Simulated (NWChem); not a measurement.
# C2H5FSi (SMILES F/C=C\[SiH3]): B1B95-D3(BJ)/6-311++G(d,p)

What is the energy difference between two shapes of C2H5FSi at B1B95-D3(BJ)/6-311++G**? 

The results are computed with NWChem 7.3.0.

3 further runs of the same task are left out: 3 set aside as unsound or not needed.

### 1 The molecule

The species is C2H5FSi (9 atoms), meant as a singlet with charge 0. SMILES: `F/C=C\[SiH3]`. The shape is that of a GFN2-xTB optimisation.

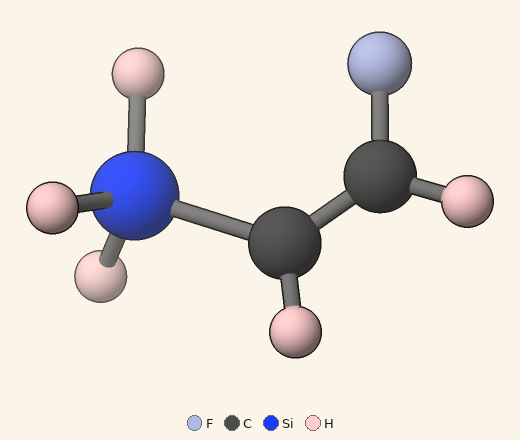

Viewed from a chosen angle; fluorine light blue, carbon dark grey, silicon blue, hydrogen pink.

### 2 Energy and one-electron properties at B1B95-D3(BJ)/6-311++G(d,p)

File job.nw:

```
START job
TITLE "C2H5FSi"
memory total 2200 mb
GEOMETRY units angstrom noautosym nocenter noautoz
  F       -0.363650       0.881310      -1.895510
  C        0.640970       0.977740      -1.005370
  C        0.640900       0.314300       0.134320
  Si      -0.717410      -0.857350       0.716930
  H        1.406220       1.655860      -1.363830
  H        1.498580       0.468560       0.772100
  H       -1.776080      -0.946660      -0.281530
  H       -0.094650      -2.165590       0.940680
  H       -1.234880      -0.328170       1.982210
END
BASIS spherical bse
  * library 6-311++G**
END
DFT
  xc b1b95
  disp vdw 4
  grid fine
  convergence energy 1e-07
  mulliken
END
PROPERTY
  octupole
  electrondensity
  esp
  efieldgrad
  efield
END
TASK dft property
```

Started as:

```
$ nwchem job.nw > job.out
```

Log:

```text
[...]
          Wavefunction type:  closed shell.
          No. of atoms     :     9
          No. of electrons :    40
[...]
          Charge           :     0
          Spin multiplicity:     1
[...]
          AO basis - number of functions:   131
[...]
              XC Information
              --------------
                        B1B95 Method XC Functional
                     Hartree-Fock (Exact) Exchange  0.280
                    Becke 1988 Exchange Functional  0.720
                         B95 Correlation Potential  1.000
[...]
 d= 0,ls=0.0,diis     1   -468.4790061942 -6.21D+02  6.50D-03  8.42D-01     2.7
[...]
 d= 0,ls=0.0,diis     8   -468.5435722862 -8.13D-09  4.42D-06  4.23D-07    18.2
         Total DFT energy =     -468.543572286165
      One electron energy =     -949.655093244667
           Coulomb energy =      372.497139170164
    Exchange-Corr. energy =      -44.085589110496
 Nuclear repulsion energy =      152.708015082086
    Dispersion correction =       -0.008044183252
[...]
      Total Density - Mulliken Population Analysis
     ---------------------------------------------
    Atom       Charge   Shell Charges
 -----------   ------   -------------------------------------------------------
    1 F    9     9.12   1.08  0.92  1.17  1.09  2.36  0.87  1.65 -0.05  0.02  0.01
    2 C    6     6.17   1.11  0.88  0.60  0.77  1.43  0.41  0.60  0.15  0.09  0.12
    3 C    6     6.26   1.11  0.88  0.63  0.75  1.52  0.57  1.01 -0.25  0.00  0.03
    4 Si  14    13.55   0.79  1.18  0.95  1.03  0.82  0.45  1.98  3.90  0.67  1.40  0.03  0.13  0.08  0.14
    5 H    1     0.83   0.28  0.48  0.06 -0.00  0.02
    6 H    1     0.79   0.27  0.47  0.05 -0.02  0.03
    7 H    1     1.07   0.25  0.57  0.26 -0.03  0.01
    8 H    1     1.10   0.25  0.57  0.28 -0.02  0.01
    9 H    1     1.10   0.25  0.57  0.28 -0.02  0.01
[...]
```

Wall time 19 s (1 thread of AMD EPYC 9R45 (Zen 5), shared host); peak memory 0.13 GiB.

Atomic charges (e):

```
atom  Mulliken  Löwdin
  F1    -0.120  -0.150
  C2    -0.170  +0.060
  C3    -0.260  -0.340
 Si4    +0.450  +0.650
  H5    +0.170  +0.050
  H6    +0.210  +0.050
  H7    -0.070  -0.100
  H8    -0.100  -0.110
  H9    -0.100  -0.110
```

### 3 The distorted shape

File c2h5fsi.nw:

```
START c2h5fsi
TITLE "C2H5FSi properties"
memory stack 880 mb heap 220 mb global 1100 mb
GEOMETRY units angstrom noautosym nocenter noautoz
  F     -0.371712     0.850718    -1.881178
  C      0.665969     1.009237    -0.998958
  C      0.656089     0.306314     0.138300
  Si    -0.720045    -0.851754     0.719946
  H      1.431046     1.664304    -1.345151
  H      1.503785     0.459735     0.757932
  H     -1.799987    -0.953108    -0.289436
  H     -0.082495    -2.187399     0.932998
  H     -1.240045    -0.318573     2.028152
END
BASIS spherical bse
  * library 6-311++G**
END
DFT
  xc b1b95
  disp vdw 4
  grid fine
  convergence energy 1e-07
  mulliken
END
PROPERTY
  octupole
  electrondensity
  esp
  efieldgrad
  efield
END
TASK dft property
```

Started as:

```
$ nwchem c2h5fsi.nw > c2h5fsi.out
```

Log:

```text
[...]
          Wavefunction type:  closed shell.
          No. of atoms     :     9
          No. of electrons :    40
[...]
          Charge           :     0
          Spin multiplicity:     1
[...]
          AO basis - number of functions:   131
[...]
              XC Information
              --------------
                        B1B95 Method XC Functional
                     Hartree-Fock (Exact) Exchange  0.280
                    Becke 1988 Exchange Functional  0.720
                         B95 Correlation Potential  1.000
[...]
 d= 0,ls=0.0,diis     1   -468.4729926568 -6.20D+02  6.51D-03  8.64D-01     2.7
[...]
 d= 0,ls=0.0,diis     8   -468.5414316985 -9.60D-09  4.88D-06  5.67D-07    18.2
         Total DFT energy =     -468.541431698471
      One electron energy =     -947.878062353609
           Coulomb energy =      371.583633891606
    Exchange-Corr. energy =      -44.049971769373
 Nuclear repulsion energy =      151.810990816903
    Dispersion correction =       -0.008022283997
[...]
      Total Density - Mulliken Population Analysis
     ---------------------------------------------
    Atom       Charge   Shell Charges
 -----------   ------   -------------------------------------------------------
    1 F    9     9.14   1.08  0.92  1.17  1.09  2.35  0.88  1.67 -0.05  0.02  0.00
    2 C    6     6.15   1.11  0.88  0.60  0.78  1.42  0.42  0.60  0.15  0.08  0.11
    3 C    6     6.26   1.11  0.88  0.63  0.75  1.52  0.58  1.00 -0.23 -0.01  0.03
    4 Si  14    13.56   0.79  1.18  0.95  1.03  0.82  0.47  1.98  3.90  0.66  1.40  0.03  0.13  0.09  0.13
    5 H    1     0.83   0.28  0.48  0.05 -0.00  0.02
    6 H    1     0.79   0.28  0.47  0.05 -0.02  0.03
    7 H    1     1.06   0.25  0.57  0.26 -0.03  0.01
    8 H    1     1.10   0.25  0.57  0.29 -0.02  0.01
    9 H    1     1.10   0.25  0.57  0.29 -0.02  0.01
[...]
```

Wall time 19 s (1 thread of AMD EPYC 9R45 (Zen 5), shared host); peak memory 0.13 GiB.

Atomic charges (e):

```
atom  Mulliken  Löwdin
  F1    -0.140  -0.170
  C2    -0.150  +0.080
  C3    -0.260  -0.340
 Si4    +0.440  +0.650
  H5    +0.170  +0.050
  H6    +0.210  +0.040
  H7    -0.060  -0.100
  H8    -0.100  -0.110
  H9    -0.100  -0.110
```

### 4 Summary of results

At B1B95-D3(BJ)/6-311++G**:

```
                              quantity          value
             first shape: total energy  -468.54357 Eh
            first shape: dipole moment         1.45 D
              first shape: HOMO energy       -7.82 eV
              first shape: LUMO energy       -0.11 eV
            first shape: HOMO–LUMO gap        7.71 eV
        first shape: dispersion energy  -21.12 kJ/mol
         distorted shape: total energy  -468.54143 Eh
        distorted shape: dipole moment         1.57 D
          distorted shape: HOMO energy       -7.79 eV
          distorted shape: LUMO energy       -0.32 eV
        distorted shape: HOMO–LUMO gap        7.48 eV
    distorted shape: dispersion energy  -21.06 kJ/mol
energy change with the atoms displaced       0.058 eV
```

In words: With the atoms displaced the energy rises by 0.06 eV (5.6 kJ/mol). The first shape isn't relaxed at this level, so the change isn't measured from a minimum. Mulliken charges (first shape) run from -0.26 on C3 to +0.45 on Si4; in a basis this large or diffuse they mean little.
